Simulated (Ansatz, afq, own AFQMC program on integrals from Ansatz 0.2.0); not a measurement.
# BSiH₄ (doublet): AFQMC on the coupled-cluster ladder at twist about Si1–B2 = 16.8°, 6-31G, part 2 of 2

Ansatz 0.2.0, Gaussian basis, and an in-house AFQMC program (afq) on its integrals; all values are calculated; 6-31G, frozen cores.

**11. Phaseless AFQMC, single-determinant trial on UHF**

It reads the integrals that the CCSD(T) run on this determinant wrote.

On the command line:

```console
> afq ham --method phaseless --trial hf --walkers 160 --populations 1 --least-time 40 --time-step 0.005 --steps-per-block 20 --equilibration-blocks 112 --max-blocks 600 --target-error 0.0012000000000000001 --factor-cut 1e-05 --start spin_pure --seed 8559 --taylor-order 6
```

What it wrote:

```text
orbitals 24  electrons 6 5  factors 172 of 394
reference energy -315.81136144 Eh
CCSD correlation -0.12843326 Eh in 12 cycles, weight of the determinant in the CISD state 0.9119
energy of the start -315.811570 Eh
 block  time / (1/Eh)  mean weight  energy / Eh
     1     0.100  1.0002  -315.831739
     2     0.200  1.0005  -315.847718
     3     0.300  1.0002  -315.859654
     4     0.400  1.0013  -315.873424
     5     0.500  1.0009  -315.882977
     6     0.600  1.0006  -315.896517
     7     0.700  1.0002  -315.904256
     8     0.800  1.0003  -315.904073
     9     0.900  1.0009  -315.907112
    10     1.000  1.0013  -315.918442
    16     1.600  1.0002  -315.931190
    31     3.100  1.0002  -315.947211
    46     4.600  0.9990  -315.939146
    61     6.100  1.0007  -315.947225
    76     7.600  1.0000  -315.963745
    91     9.100  1.0001  -315.946568
   106    10.600  1.0004  -315.943848
   121    12.100  0.9991  -315.945578
   136    13.600  0.9991  -315.940031
   151    15.100  0.9999  -315.939158
   166    16.600  1.0006  -315.934252
   181    18.100  1.0002  -315.935769
   196    19.600  1.0015  -315.938699
   211    21.100  0.9993  -315.939453
   226    22.600  1.0004  -315.949484
   241    24.100  0.9998  -315.924870
   256    25.600  1.0001  -315.932445
   271    27.100  1.0001  -315.935698
   286    28.600  0.9997  -315.927904
   301    30.100  1.0016  -315.947180
   316    31.600  1.0001  -315.944111
   331    33.100  0.9995  -315.932867
   346    34.600  1.0004  -315.977450
   361    36.100  1.0001  -315.952768
   376    37.600  0.9995  -315.942512
   391    39.100  0.9997  -315.945093
   406    40.600  1.0012  -315.942853
   421    42.100  0.9995  -315.940051
   436    43.600  1.0002  -315.940860
   451    45.100  1.0006  -315.955979
   466    46.600  1.0011  -315.937396
   481    48.100  0.9994  -315.931829
   496    49.600  1.0006  -315.940147
   511    51.100  1.0005  -315.970461
   526    52.600  1.0005  -315.941177
   541    54.100  1.0000  -315.942296
   556    55.600  1.0000  -315.950971
   571    57.100  0.9987  -315.931336
   586    58.600  0.9998  -315.944442
   601    60.100  1.0002  -315.936299
blocks merged  error / Eh  count
     1  0.000458  490
     2  0.000628  245
     4  0.000842  122
     8  0.001062  61
    16  0.001152  30
    32  0.001205  15
energy -315.942900 +/- 0.001152 Eh
```

Run time: 5.9 min. Hardware: 1 thread of AMD EPYC (Zen 3), shared host.

Energy -8597.2443 ± 0.0313 eV. Caveats: constraint bias not in the error.

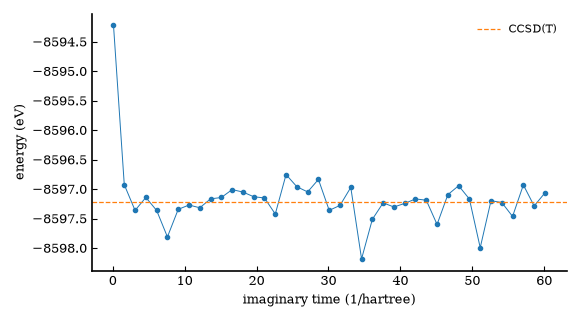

Block energies along the walk.

**12. Free-projection AFQMC, CISD trial on UHF**

It reads the integrals that the CCSD(T) run on this determinant wrote.

On the command line:

```console
> afq ham --method free --trial cisd --walkers 80 --time-step 0.03 --max-blocks 80 --target-error 0.0004 --factor-cut 1e-05 --seed 7818 --times 0,0.21,0.42,0.81,1.2,1.8,2.4,3 --taylor-order 8
```

What it wrote:

```text
orbitals 24  electrons 6 5  factors 172 of 394
reference energy -315.81136144 Eh
CCSD correlation -0.12843326 Eh in 12 cycles, weight of the determinant in the CISD state 0.9119
repeat  energy at the last time / Eh  error
    10  -315.942815  0.000251
    20  -315.942894  0.000207
    30  -315.942975  0.000171
time / (1/Eh)  energy / Eh  error  mean overlap
  0.00  -315.939884  0.000093  1.0973
  0.21  -315.941037  0.000099  1.0986
  0.42  -315.941696  0.000121  1.0979
  0.81  -315.942439  0.000098  1.0920
  1.20  -315.943078  0.000157  1.0708
  1.80  -315.943020  0.000164  1.0776
  2.40  -315.943089  0.000145  1.0726
  3.00  -315.942999  0.000168  1.0700
energy -315.942999 +/- 0.000168 Eh
```

It took 2.3 min on 1 thread of AMD EPYC (Zen 3), shared host.

Energy -8597.2470 ± 0.0046 eV. Caveats: remainder of the start not in the error.

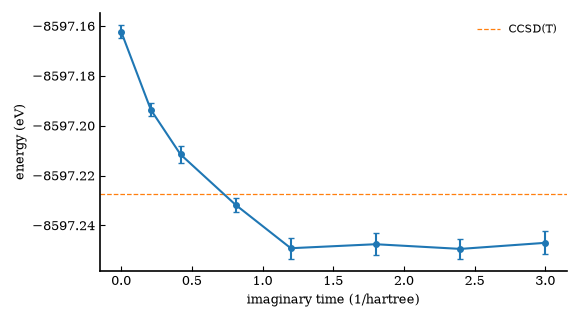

Energy against projection time, with error bars.

**13. Free-projection AFQMC, CISD trial on UHF (settings varied)**

It reads the integrals that the CCSD(T) run on this determinant wrote.

On the command line:

```console
> afq ham --method free --trial cisd --walkers 50 --time-step 0.01 --max-blocks 120 --target-error 0.0008 --factor-cut 1e-05 --seed 8457 --times 0.0,0.4,0.8,1.6,2.4 --taylor-order 6
```

What it wrote:

```text
orbitals 24  electrons 6 5  factors 172 of 394
reference energy -315.81136144 Eh
CCSD correlation -0.12843326 Eh in 12 cycles, weight of the determinant in the CISD state 0.9119
repeat  energy at the last time / Eh  error
    10  -315.943215  0.000615
    20  -315.942782  0.000348
    30  -315.942766  0.000347
time / (1/Eh)  energy / Eh  error  mean overlap
  0.00  -315.939673  0.000115  1.0953
  0.40  -315.941418  0.000145  1.0921
  0.80  -315.942318  0.000179  1.0776
  1.60  -315.942869  0.000182  1.0742
  2.40  -315.942781  0.000335  1.0732
energy -315.942781 +/- 0.000335 Eh
```

Wall time 86 s (1 thread of AMD EPYC (Zen 3), shared host).

Energy -8597.2410 ± 0.0091 eV. Caveats: remainder of the start not in the error.

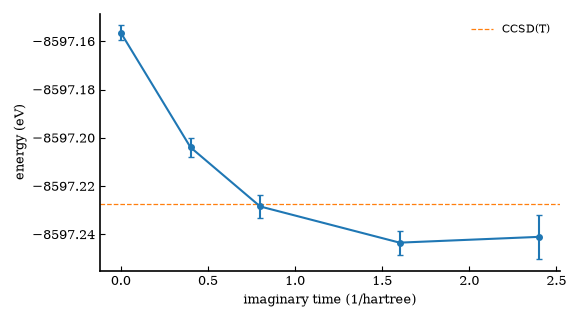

Energy against projection time, with error bars.

**14. Free-projection AFQMC, first-order trial on UHF (settings varied)**

It reads the integrals that the CCSD(T) run on this determinant wrote.

On the command line:

```console
> afq ham --method free --trial mp1 --walkers 50 --time-step 0.08 --max-blocks 60 --target-error 0.0008 --factor-cut 1e-05 --seed 3662 --times 0.0,0.4,0.8,1.6,2.4 --taylor-order 8
```

What it wrote:

```text
orbitals 24  electrons 6 5  factors 172 of 394
reference energy -315.81136144 Eh
CCSD correlation -0.12843326 Eh in 12 cycles, weight of the determinant in the CISD state 0.9119
repeat  energy at the last time / Eh  error
    10  -315.943304  0.000835
    20  -315.943010  0.000695
    30  -315.942891  0.000561
time / (1/Eh)  energy / Eh  error  mean overlap
  0.00  -315.939399  0.000436  1.0644
  0.40  -315.941117  0.000335  1.0644
  0.80  -315.941079  0.000372  1.0797
  1.60  -315.942581  0.000513  1.0799
  2.40  -315.942891  0.000539  1.1013
energy -315.942891 +/- 0.000539 Eh
```

Run time: 48 s. Hardware: 1 thread of AMD EPYC (Zen 3), shared host.

Energy -8597.2440 ± 0.0147 eV. Caveats: remainder of the start not in the error.

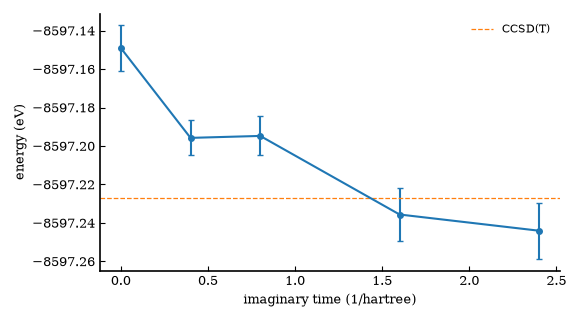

Energy against projection time, with error bars.

**15. AFQMC on the ladder**

On the UHF determinant, counted from CCSDT(Q) (a yardstick, not exact):

| level | energy (eV) | from CCSDT(Q) (meV) | statistical error (meV) | time |
| --- | --- | --- | --- | --- |
| HF | -8593.6649 | +3583.9 |  |  |
| MP2 | -8596.3320 | +916.9 |  |  |
| CCSD | -8597.1598 | +89.1 |  |  |
| CCSD(T) | -8597.2273 | +21.6 |  |  |
| CCSDT(Q) | -8597.2488 | 0.0 |  |  |
| Phaseless AFQMC, CISD trial, step 0.005, 80 walkers | -8597.2457 | +3.1 | 5.7 | 5.8 min |
| Phaseless AFQMC, single-determinant trial, step 0.005, 160 walkers | -8597.2443 | +4.6 | 31.3 | 5.9 min |
| Free-projection AFQMC, CISD trial, step 0.03, 80 walkers | -8597.2470 | +1.9 | 4.6 | 2.3 min |
| Free-projection AFQMC, CISD trial, step 0.01, 50 walkers | -8597.2410 | +7.8 | 9.1 | 86 s |
| Free-projection AFQMC, first-order trial, step 0.08, 50 walkers | -8597.2440 | +4.8 | 14.7 | 48 s |

The functionals' totals stand on their own zeros and serve differences with other points: PBE -8610.102 eV; r2SCAN -8614.273 eV; PBE0 -8611.120 eV; B3LYP -8616.379 eV; wB97M-V -8614.112 eV; B2PLYP -8610.122 eV.

**16. Outcome**

What follows sums up all 2 parts.

| quantity | value |
| --- | --- |
| CCSD(T) on UHF from CCSDT(Q) | +21.6 meV |
| Phaseless AFQMC, CISD trial on UHF from CCSDT(Q) | +3.1 ± 5.7 meV |
| Phaseless AFQMC, single-determinant trial on UHF from CCSDT(Q) | +4.6 ± 31.3 meV |
| Free-projection AFQMC, CISD trial on UHF from CCSDT(Q) | +1.9 ± 4.6 meV |

What this shows: On UHF the phaseless walk with the CISD trial lies +3.1 meV from CCSDT(Q), within three error bars. Free projection has no constraint; at the last time it gives +1.9 ± 4.6 meV, and from a start that isn't spin pure other spins can mix in. Error bars are statistical and leave out the constraint, the time step and what remains of the start.
